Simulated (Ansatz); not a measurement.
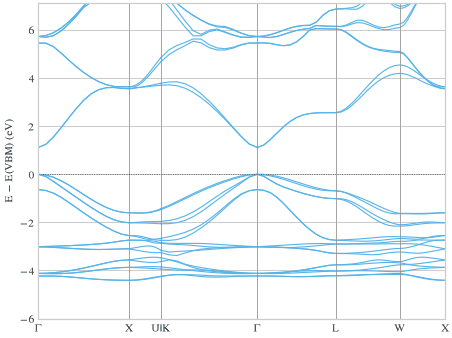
Figure. Band structure from plane-wave PAW PBE with spin–orbit coupling (Ansatz code)

The gap is 1.11 eV; an edge lies off the plotted path or next to a special point (maximum on the K–Γ line, 97 % of the way from K, minimum at Γ).

The material is AgI (zinc blende, space group No. 216).

Space group F-43m (zinc blende). The PBE relaxation kept the symmetry of its start. The run is not spin-polarised.

Potentials: the earlier of the program's two PAW sets.
